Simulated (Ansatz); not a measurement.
# UHF/3-21G run of HS (SMILES [SH])

Aim: the energy change on altering one bond length of HS at UHF/3-21G, from 2 runs. 

Program for the calculation: Ansatz 0.2.0.

55 further runs of the same task are left out: 2 that didn't finish, 53 set aside as unsound or not needed.

## Step 1: The structure to begin with

The species is HS (2 atoms), meant as a doublet with charge 0. SMILES: `[SH]`. The shape is that of a PBE0-D4/def2-TZVP optimisation.

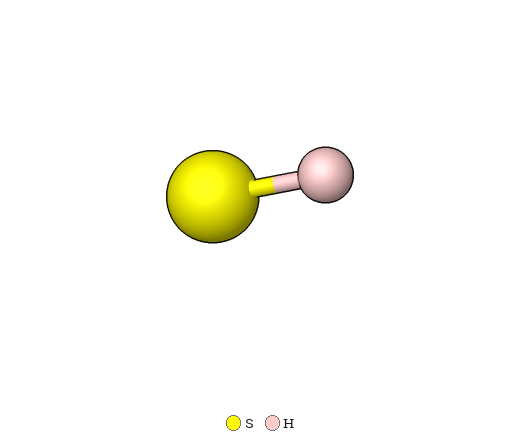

Viewed from a chosen angle; sulfur yellow, hydrogen pink.

## Step 2: The energy at UHF/3-21G

run.yaml

```yaml
basis:
  gaussian: {orbitals: 3-21G.json}
crystal:
  periodic: [false, false, false]
  atoms:
    - symbol: S
      position_ang: [0.574560, -0.187810, 0.295460]
    - symbol: H
      position_ang: [-0.574560, 0.187810, -0.295460]
total_charge: 0
magnetization: {spin_polarized: true, initial_magnetization: 1}
hamiltonian: {xc: hf}
accuracy: high
```

The basis set 3-21G is read from a file made from the Basis Set Exchange's data (not shown).

Launch:

```sh
$ ansatz run run.yaml --threads 1 --pin off --max-ram 3480MiB --events-out events.jsonl --progress --plain --runs-dir runs
```

The log of the run:

```text
Warning: RAYON_NUM_THREADS=1 ignored (pool sized by the plan → 1); use --threads N
Functional definition: HF
  name "HF"
  exchange = exact_x
  correlation = 0
269 factors; integrals over basis functions are off by at most 3.6e-9 eV
mean field evaluation 1: about -10778.6568 eV, gradient 5.6e0 eV
mean field evaluation 2: about -10778.6568 eV, gradient 5.6e0 eV
mean field evaluation 4: about -10778.9295 eV, gradient 2.8e-1 eV
mean field evaluation 8: about -10778.9305 eV, gradient 5.2e-7 eV
mean field evaluation 16: about -10778.9305 eV, gradient 1.3e-8 eV
mean field -10778.93049592 eV, -396.1183895034 hartree, gradient 1.3e-8 eV, S^2 0.752775; 0 other end points of the search recorded, 0 dependent functions left out
reference -10778.93049592 eV, -396.1183895034 hartree; 9, 8 occupied and 6, 7 virtual orbitals, 269 factors
Total energy: -10778.93049592 eV, -396.1183895034 hartree
```

It took 0.08 s on 1 thread of Arm Neoverse V1, shared host.

## Step 3: The distorted shape at the same level

job.yaml

```yaml
crystal:
  periodic: [false, false, false]
  atoms:
    - {symbol: S, position_ang: [0.861880, -0.281728, 0.443211]}
    - {symbol: H, position_ang: [-0.574560, 0.187810, -0.295460]}
basis:
  gaussian:
    orbitals: 3-21G.json
magnetization:
  spin_polarized: true
  initial_magnetization: 1
hamiltonian:
  xc: hf
accuracy: high
```

The basis set 3-21G is read from a file made from the Basis Set Exchange's data (not shown).

Launch:

```sh
$ ansatz run job.yaml --threads 1 --pin off --max-ram 3480MiB --events-out events.jsonl --progress --plain --runs-dir runs
```

The log of the run:

```text
Warning: RAYON_NUM_THREADS=1 ignored (pool sized by the plan → 1); use --threads N
[... 4 set-up lines as earlier in the session ...]
268 factors; integrals over basis functions are off by at most 4.1e-9 eV
mean field evaluation 1: about -10777.8762 eV, gradient 4.9e0 eV
mean field evaluation 2: about -10777.8760 eV, gradient 4.9e0 eV
mean field evaluation 4: about -10778.1814 eV, gradient 5.6e-1 eV
mean field evaluation 8: about -10778.2114 eV, gradient 4.6e-2 eV
mean field evaluation 16: about -10778.1736 eV, gradient 1.8e0 eV
mean field -10778.21107179 eV, -396.0919511542 hartree, gradient 1.9e-8 eV, S^2 0.815213; 0 other end points of the search recorded, 0 dependent functions left out
reference -10778.21107179 eV, -396.0919511542 hartree; 9, 8 occupied and 6, 7 virtual orbitals, 268 factors
Total energy: -10778.21107179 eV, -396.0919511542 hartree
```

It took 0.08 s on 1 thread of Arm Neoverse V1, shared host.

## Step 4: Outcome

Level: UHF/3-21G.

| quantity | value |
| --- | --- |
| first shape: total energy | -396.11839 Eh |
| first shape: ⟨S²⟩ | 0.753 |
| distorted shape: total energy | -396.09195 Eh |
| distorted shape: ⟨S²⟩ | 0.815 |
| energy change with the S1–H2 bond stretched from 1.346 to 1.682 Å | 0.719 eV |

**Reading.** With the S1–H2 bond stretched from 1.346 to 1.682 Å the energy rises by 0.72 eV (16.6 kcal/mol). The first shape isn't relaxed at this level, so the change isn't measured from a minimum.
